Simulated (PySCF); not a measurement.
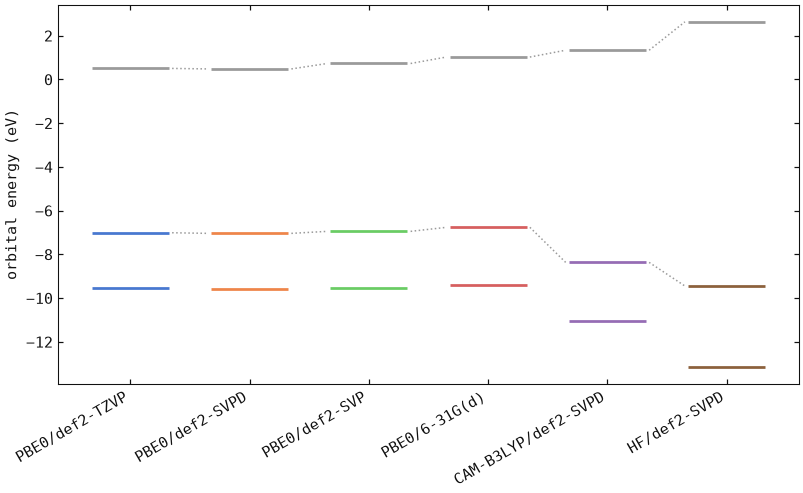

Frontier orbital energies of C₄H₈, SMILES C=C(C)C at one geometry, PySCF, at a PBE0-D3(BJ)/def2-SVP geometry (no frequency check). Empty levels are grey, levels within 0.1 eV stand side by side; all columns show the same few orbitals around the gap. Dotted lines join the HOMOs and the LUMOs.

**How do the frontier levels move from column to column?**

The separation grows from 7.52 eV (PBE0/def2-TZVP) to 12.08 eV (HF/def2-SVPD).

```
              level  HOMO (eV)  LUMO (eV)  separation (eV)
     PBE0/def2-TZVP      −7.01       0.50             7.52
     PBE0/def2-SVPD      −7.04       0.48             7.52
      PBE0/def2-SVP      −6.95       0.73             7.68
      PBE0/6-31G(d)      −6.77       1.02             7.79
CAM-B3LYP/def2-SVPD      −8.37       1.33             9.70
       HF/def2-SVPD      −9.45       2.63            12.08
```

Limits of at least one run: empty levels above zero depend strongly on the basis.
